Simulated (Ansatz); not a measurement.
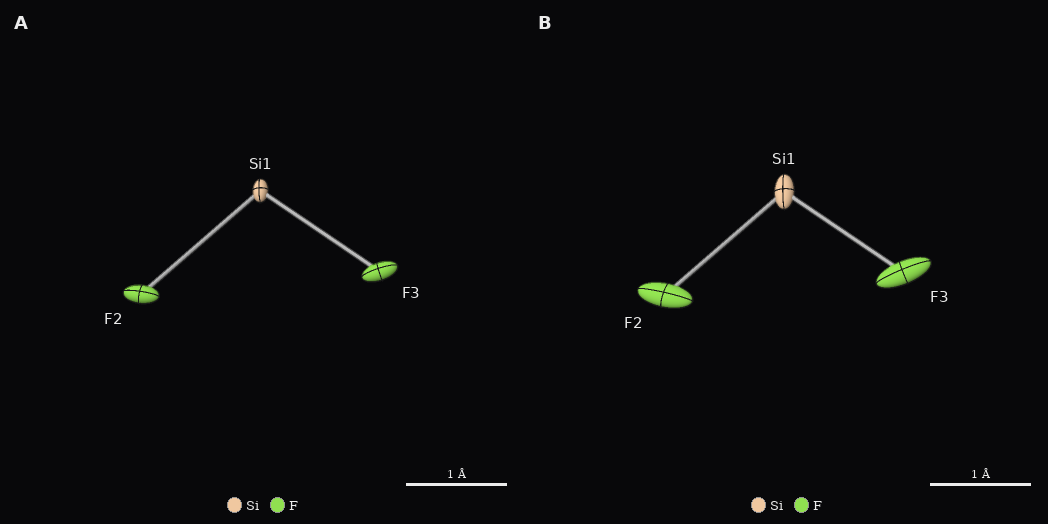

Displacement ellipsoids at the 50 % level, scaled by 3, from the internal vibrations of the free molecule (harmonic, no overall translation or rotation; no half-axis is drawn under 0.075 Å). Vibrations computed with RKS PBE0-D4/def2-TZVP (Ansatz 0.2.0). One panel is for 298 K, the other for 900 K.

### Which panel is for 900 K?

B.

### How much does the mean-square displacement of F3 grow, and why?

U_eq goes from 0.00073 to 0.0017 Å², a factor of 2.3. Modes below kT (626 cm⁻¹ at 900 K) grow about in proportion to T, and the lowest lies at 340 cm⁻¹; the mean-square amplitude of a mode is its zero-point value times coth(ħω/2kT), which comes close to 1 only above about 3kT.
